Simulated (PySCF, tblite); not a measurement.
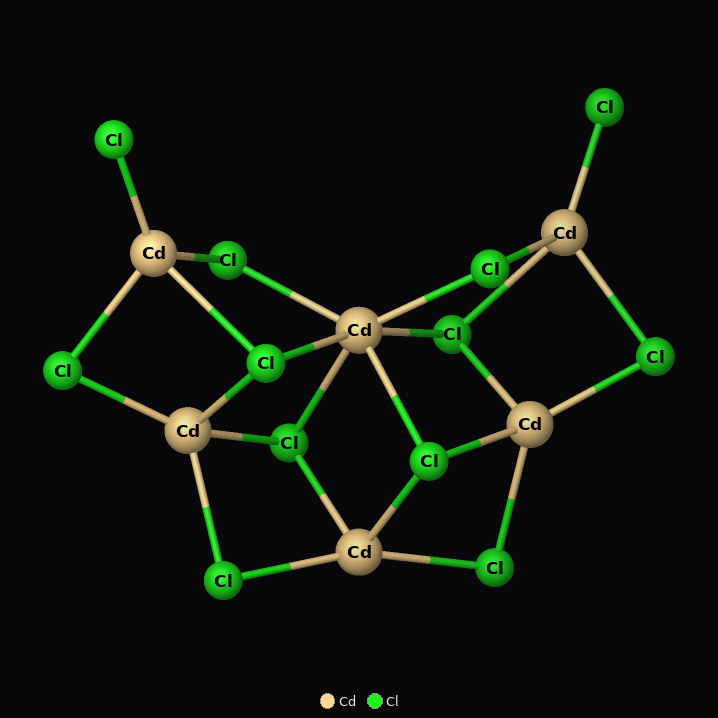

Ball-and-stick drawing of a structure. Every bond is drawn as one stick, whatever its order.

The geometry was computed by an optimisation with GFN2-xTB. No frequency run is at hand to confirm it as a minimum.

What does the picture show?

Formula Cd6Cl12. This geometry has C2 symmetry. Coordination, clear cases only: 1 Cd see-saw; 4 Cl trigonal pyramidal; 6 Cl bent.

More results for the same structure follow; atom numbers are the same in all pictures, views and colours differ.

**Bond orders**

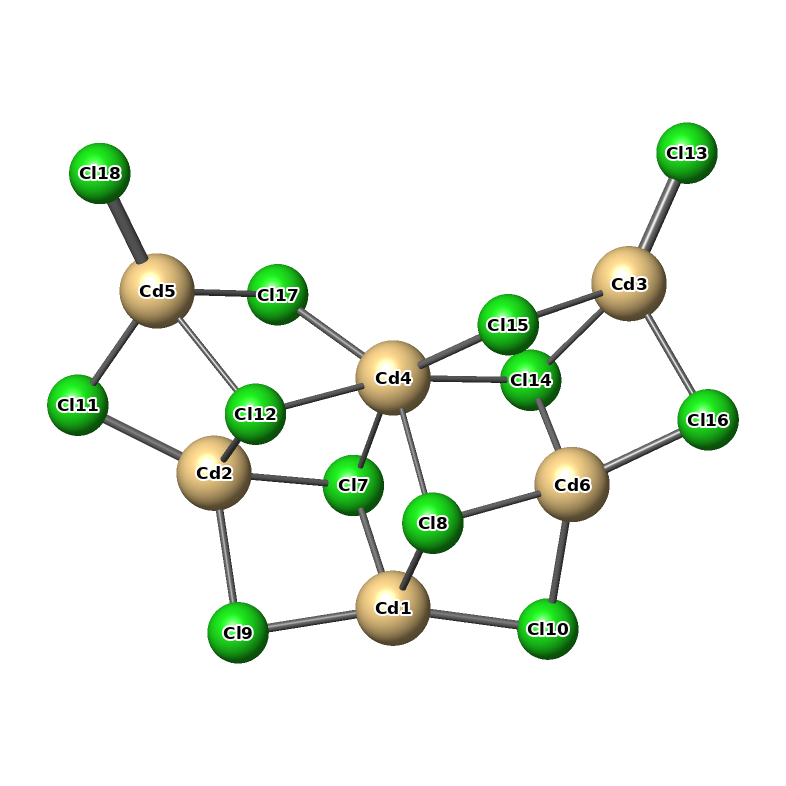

The thickness of each stick grows with its Mayer bond order. No frequency run is at hand to confirm it as a minimum. Level of theory: PBE0/def2-SVP, core potentials on Cd (PySCF 2.14.0).

List the Mayer bond orders of Cd1–Cl7, Cd1–Cl9, Cd4–Cl7, Cd4–Cl12, Cd4–Cl15, Cd3–Cl16, Cd3–Cl14, Cd3–Cl15, Cd3–Cl13, Cd2–Cl7, Cd2–Cl9, Cd2–Cl12, Cd2–Cl11 (one bond of each equivalent set).

```
    bond  Mayer order  length (Å)
 Cd1–Cl7         0.41       2.460
 Cd1–Cl9         0.59       2.482
 Cd4–Cl7         0.26       2.718
Cd4–Cl12         0.33       2.672
Cd4–Cl15         0.48       2.523
Cd3–Cl16         0.40       2.561
Cd3–Cl14         0.28       2.635
Cd3–Cl15         0.34       2.571
Cd3–Cl13         1.06       2.268
 Cd2–Cl7         0.37       2.539
 Cd2–Cl9         0.47       2.561
Cd2–Cl12         0.40       2.494
Cd2–Cl11         0.67       2.405
```

**Electronic properties**

No frequency run is at hand to confirm it as a minimum. Level of theory: PBE0/def2-SVP, gas phase, core potentials on Cd (PySCF 2.14.0). Excitations: vertical, linear response.

**Estimate the dipole moment.**

8.56 D.

**What is the HOMO energy (Kohn–Sham orbital)?**

−8.27 eV.

**Estimate the HOMO–LUMO gap.**

5.01 eV.

**Give the lowest vertical singlet excitation at this level.**

4.49 eV.

**Charges**

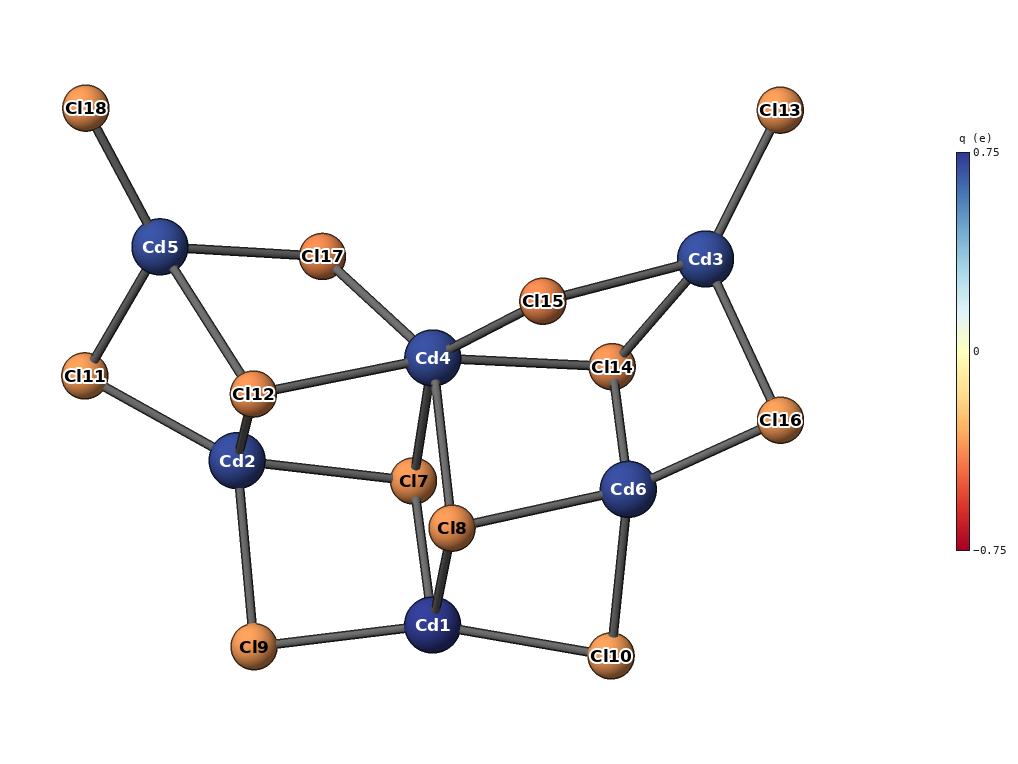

Atoms are coloured by their Mulliken charges. No frequency run is at hand to confirm it as a minimum. Properties computed with PBE0/def2-SVP, gas phase, core potentials on Cd (PySCF 2.14.0).

List the Mulliken charges.

```json
{"atom": "Cd1", "value (e)": "0.73"}
{"atom": "Cd2", "value (e)": "0.69"}
{"atom": "Cd3", "value (e)": "0.68"}
{"atom": "Cd4", "value (e)": "0.68"}
{"atom": "Cd5", "value (e)": "0.68"}
{"atom": "Cd6", "value (e)": "0.69"}
{"atom": "Cl7", "value (e)": "−0.34"}
{"atom": "Cl8", "value (e)": "−0.34"}
{"atom": "Cl9", "value (e)": "−0.33"}
{"atom": "Cl10", "value (e)": "−0.33"}
{"atom": "Cl11", "value (e)": "−0.33"}
{"atom": "Cl12", "value (e)": "−0.36"}
{"atom": "Cl13", "value (e)": "−0.34"}
{"atom": "Cl14", "value (e)": "−0.36"}
{"atom": "Cl15", "value (e)": "−0.37"}
{"atom": "Cl16", "value (e)": "−0.33"}
{"atom": "Cl17", "value (e)": "−0.37"}
{"atom": "Cl18", "value (e)": "−0.34"}
```

**Polarisability**

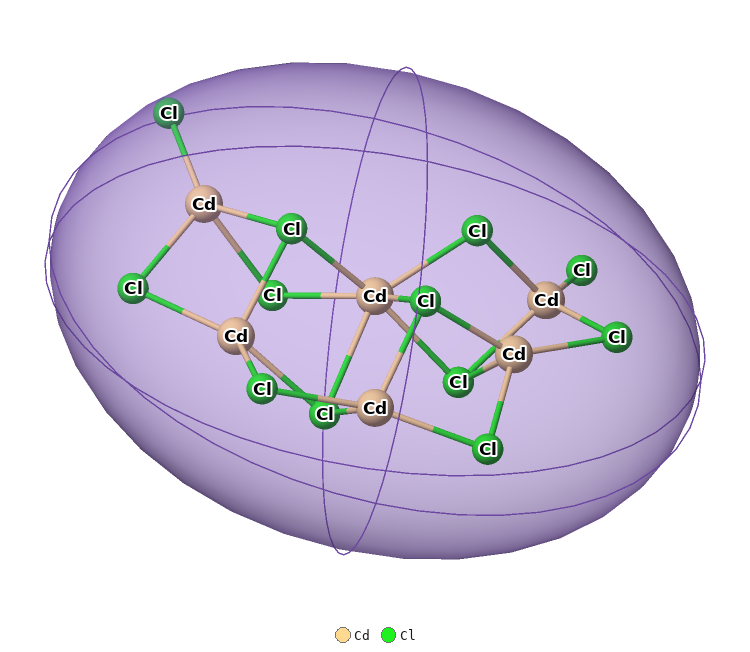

The ellipsoid shows the static dipole polarisability: its half-axes are proportional to the principal values. No frequency run is at hand to confirm it as a minimum. Computed with PBE0/def2-SVP, core potentials on Cd (PySCF 2.14.0).

**Give the principal values, the mean and the anisotropy.**

Principal values 181.0, 281.5, 308.4 bohr³; mean 257.0 bohr³ (38.08 Å³); anisotropy 116.3 bohr³, so the longest axis is 1.70 times the shortest.

Mulliken values depend strongly on the basis set and can even reverse the polarity of a bond. The geometry is semi-empirical. Around Cd such bond lengths and angles can be off by a tenth of an ångström or more and by several degrees, and values that hang on the shape move with them.
